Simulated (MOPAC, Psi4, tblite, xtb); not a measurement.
Approach curve of the dimer H10Si4 ··· C2H4 (SMILES [SiH3][SiH]([SiH3])[SiH3] and C=C). Monomers: optimised at B3LYP-D3(BJ) (def2-SVP and def2-TZVP), held rigid. Orientation: lowest of the rigid-body minima from ten starts at GFN2-xTB. R is the distance of the centres of mass, along which the second monomer moves.

Geometry at R = 4.57 Å (first 14 atoms: monomer A):
```
20

Si     0.0016     2.0813    -0.7650
Si     0.0636     0.2065     0.6529
Si     1.8955    -1.1488     0.0730
Si    -1.9250    -1.0234     0.4048
H      1.2631     2.8722    -0.6543
H     -0.1491     1.6168    -2.1762
H     -1.1538     2.9642    -0.4263
H      0.2019     0.6560     2.0735
H      3.1771    -0.3954     0.2108
H      1.7466    -1.5832    -1.3480
H      1.9526    -2.3627     0.9403
H     -1.9124    -2.2338     1.2788
H     -3.1123    -0.1879     0.7530
H     -2.0493    -1.4618    -1.0172
C     -1.1518     3.5895     2.9302
C     -2.2051     2.7865     2.9113
H     -1.0311     4.3531     3.6891
H     -0.3663     3.5166     2.1878
H     -2.3258     2.0229     2.1525
H     -2.9906     2.8594     3.6538
```

Levels: PBE-D3(BJ)/def2-TZVP, counterpoise-corrected (Psi4); GFN1-xTB (xtb); GFN2-xTB (tblite); wB97M-V/def2-TZVP, counterpoise-corrected (Psi4); AM1, restricted, heats of formation (MOPAC).

Interaction energies in kJ/mol (negative: bound); R is the distance of the centres of mass, d the H13···H19 distance.

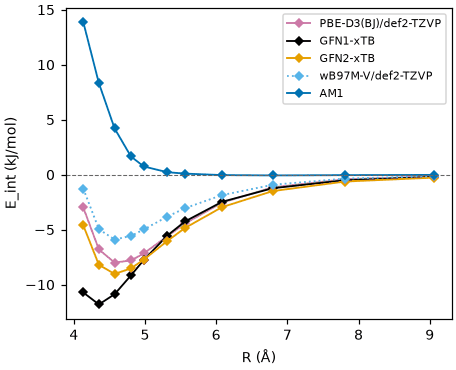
*Interaction energy against separation.*

```
R / Å  d / Å  PBE-D3(BJ)/def2-TZVP  GFN1-xTB  GFN2-xTB  wB97M-V/def2-TZVP    AM1
-----  -----  --------------------  --------  --------  -----------------  -----
4.13    2.41                 -2.98    -10.71     -4.59              -1.25  13.90
4.35    2.57                 -6.80    -11.79     -8.19              -4.96   8.33
4.57    2.73                 -7.98    -10.87     -9.02              -5.89   4.21
4.80    2.91                 -7.80     -9.16     -8.52              -5.57   1.66
4.98    3.06                 -7.16     -7.76     -7.72              -4.98   0.75
5.31    3.34                 -5.60     -5.54     -6.03              -3.81   0.23
5.56    3.55                 -4.43     -4.25     -4.84              -3.04   0.10
6.08    4.01                 -2.54     -2.46     -2.95              -1.85  -0.03
6.79    4.66                 -1.15     -1.23     -1.49              -0.92  -0.06
7.80    5.61                 -0.41     -0.51     -0.62              -0.35  -0.04
9.06    6.82                 -0.15     -0.20     -0.26              -0.13  -0.02
```

Lowest grid point: PBE-D3(BJ)/def2-TZVP -7.98 kJ/mol at R = 4.57 Å; GFN1-xTB -11.79 kJ/mol at R = 4.35 Å; GFN2-xTB -9.02 kJ/mol at R = 4.57 Å; wB97M-V/def2-TZVP -5.89 kJ/mol at R = 4.57 Å; AM1 -0.06 kJ/mol at R = 6.79 Å.
